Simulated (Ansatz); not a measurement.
Consider ClGeH$_{3}$···H$_{2}$.

Input file:

```
crystal:
  periodic: [false, false, false]
  atoms:
    - { symbol: Ge, position_ang: [0.227359, 0.0, -0.003156] }
    - { symbol: Cl, position_ang: [0.374616, 0.0, 2.204001] }
    - { symbol: H, position_ang: [1.692878, 0.0, -0.506904] }
    - { symbol: H, position_ang: [-0.522578, 1.281892, -0.428117] }
    - { symbol: H, position_ang: [-0.522578, -1.281892, -0.428117] }
    - { symbol: H, position_ang: [-2.400848, 0.0, 0.832319] }
    - { symbol: H, position_ang: [-2.099949, 0.0, 1.487973] }
basis:
  gaussian: { orbitals: def2-SVP }
hamiltonian:
  xc: revpbe
  dispersion: d4
relax:
  f_tol: 0.03
  max_steps: 50
output:
  orbitals: {}
```

Run with:

```sh
ansatz run input.yaml --threads 1 --pin off --max-ram 2048MiB --backend cpu --events-out ev --progress --plain --runs-dir out
```

The fields are those of the run's last geometry, not of the input's.

These are results of RKS revPBE-D4/def2-SVP in Ansatz 0.2.0, not measurements.

> Predict the electron density and electron localisation function between the atoms.

Ge–Cl (2.19 Å): the density is about 0.67 e/Å³ at the midpoint; the ELF peaks at about 0.85 in the valence shell of Cl, 0.9 Å from its nucleus, and is about 0.60 at the midpoint.
Ge–H (1.55 Å): ρ at the midpoint is about 1 e/Å³; the ELF climbs to about 1 towards the hydrogen.

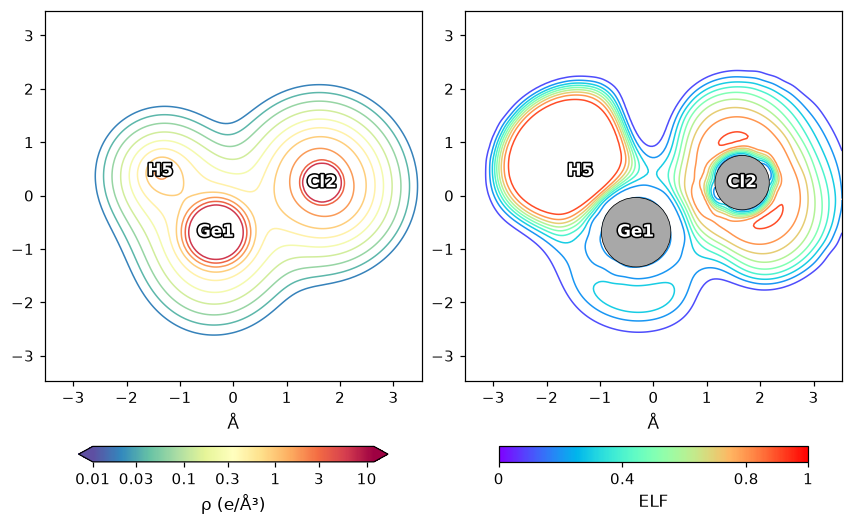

Computed electron density and electron localisation function on the plane of atoms Cl2, Ge1 and H5, in this order. Grey discs cover the atomic cores in the ELF map. 
